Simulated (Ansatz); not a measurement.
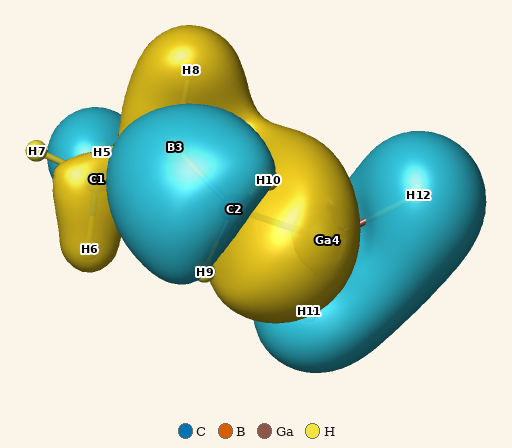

Figure 1: C2H8BGa (SMILES CB[CH2][GaH2]). The HOMO at ±0.06 Å⁻³ᐟ² (yellow and cyan are the two phases), seen at an oblique angle.

Geometry: B3LYP-D3(BJ)/def2-SVP.

These are results of isolated molecule in a Gaussian basis; Kohn-Sham density functional theory, functional PBE0 (Ansatz 0.2.0), not measurements.

The calculation's input:

```
crystal:
  periodic: [false, false, false]
  atoms:
    - {symbol: C, position_ang: [-0.033770, -1.648646, -0.836161]}
    - {symbol: C, position_ang: [0.866625, -0.775570, 1.600574]}
    - {symbol: B, position_ang: [-0.093583, -0.683368, 0.403854]}
    - {symbol: Ga, position_ang: [2.433144, 0.359923, 1.060256]}
    - {symbol: H, position_ang: [0.022944, -1.083006, -1.784067]}
    - {symbol: H, position_ang: [0.781171, -2.389586, -0.814434]}
    - {symbol: H, position_ang: [-0.993211, -2.198229, -0.894028]}
    - {symbol: H, position_ang: [-0.909705, 0.217718, 0.380302]}
    - {symbol: H, position_ang: [1.318764, -1.771150, 1.749447]}
    - {symbol: H, position_ang: [0.506940, -0.330918, 2.540253]}
    - {symbol: H, position_ang: [3.514752, -0.243653, 0.088466]}
    - {symbol: H, position_ang: [2.577804, 1.811555, 1.650351]}
basis:
  gaussian:
    orbitals: def2-TZVPD
hamiltonian:
  xc: pbe0
output: {forces: true, orbitals: {seedname: orbitals}}
```

Command:

```sh
ansatz run input.yaml --threads 2 --pin off --max-ram 4350MiB --events-out events.jsonl --progress --plain --runs-dir runs
```

### What is the character of this orbital?

It lies mainly on C2 (about 40 %), Ga4 (about 20 %), B3 (about 15 %) and H12 (about 5 %). Its energy is −7.98 eV.
